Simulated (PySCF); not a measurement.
Consider ZnF (doublet).

```
atom   x (Å)   y (Å)    z (Å)
  Zn  0.0000  0.0000  -0.4062
   F  0.0000  0.0000   1.3668
```

The calculation used PySCF 2.14.0, PBE0/cc-pVDZ(-PP), non-relativistic Hamiltonian with scalar-relativistic core potentials where named, at a bond length of 1.773 Å.

> What can the converged electron density, electron localisation function and spin density tell about the bonding?

Zn–F (1.77 Å): ρ is about 0.78 e/Å³ halfway; the ELF peaks at about 0.85 in the valence shell of F, 0.5 Å from its nucleus, and is about 0.15 at the midpoint.
The unpaired spin (1 electron) lies mostly on Zn1 (about 0.9) and F2 (about 0.1), in electrons by Hirshfeld's partition.

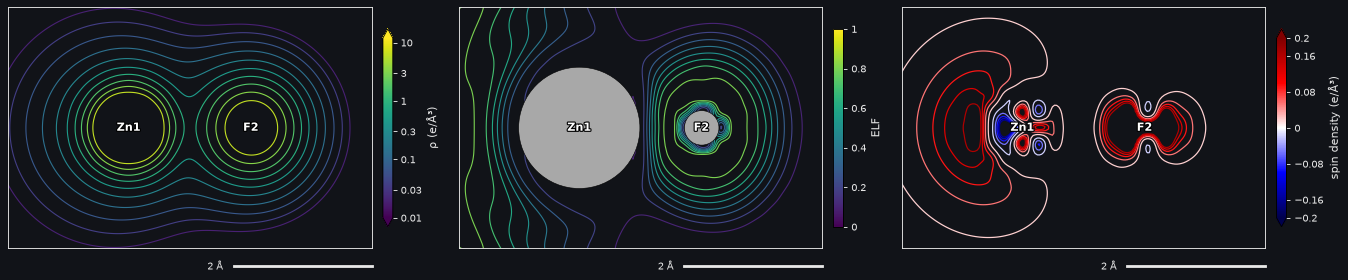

Computed electron density, electron localisation function and spin density on a plane that holds the molecular axis, in this order. Grey discs cover the atomic cores in the ELF map. 
